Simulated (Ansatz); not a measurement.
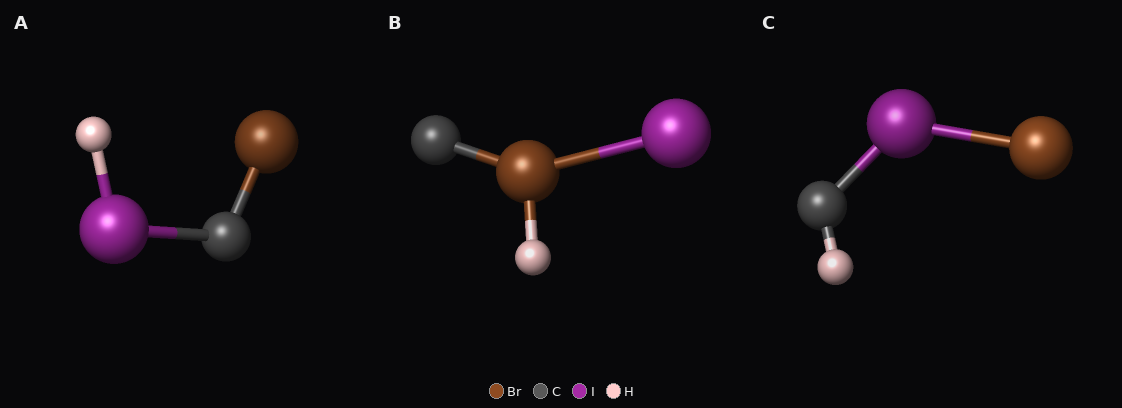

3 stationary structures of one formula. State: charge +1, singlet. Geometries: PBE0-D4/def2-TZVP. Electronic energies: RHF-CCSD(T) (frozen core)/def2-TZVPP (Ansatz 0.2.0), without zero-point energy. No frequency run is at hand to confirm each as a minimum.

> Which is lowest in energy, and by how much?

A is lowest; C lies 4.8 kcal/mol above it (Cs), B lies 95.1 kcal/mol above it.
